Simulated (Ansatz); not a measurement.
# A computed series for HgS: response to strain

Take HgS in the zinc blende structure (space group F-43m, No. 216) as the base.

```
HgS
1.0
    0.00000     2.90597     2.90597
    2.90597     0.00000     2.90597
    2.90597     2.90597     0.00000
Hg S
1 1
Direct
  0.00000   0.00000   0.00000
  0.25000   0.25000   0.25000
```

Strains are applied to the cell and any free atomic positions relax.

All numbers come from DFT with LDA, PAW potentials and a 420 eV plane-wave cutoff in Ansatz (an electronic-structure program), no SOC.

Notes on the quantities. energy relative to the base: free energy F.

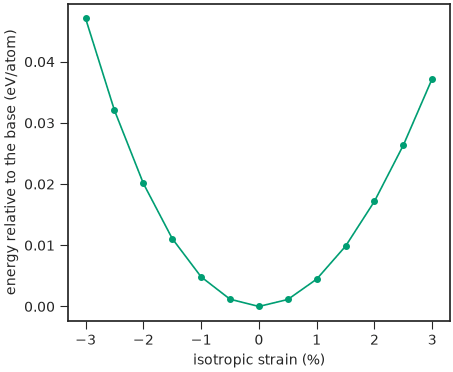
Energy relative to the base against isotropic strain

### Question
From the plot, what is the energy relative to the base for isotropic strain −0.50 %?

### Answer
About 0.001 eV/atom.

### Question
Is the trend monotonic over the range shown?

### Answer
No, it turns within the range, spanning 0 meV/atom to +47 meV/atom.

The mesh was chosen for an insulator and is coarse for the gapless case. Whether these cells are dynamically stable was not tested. All final runs are without spin polarisation.
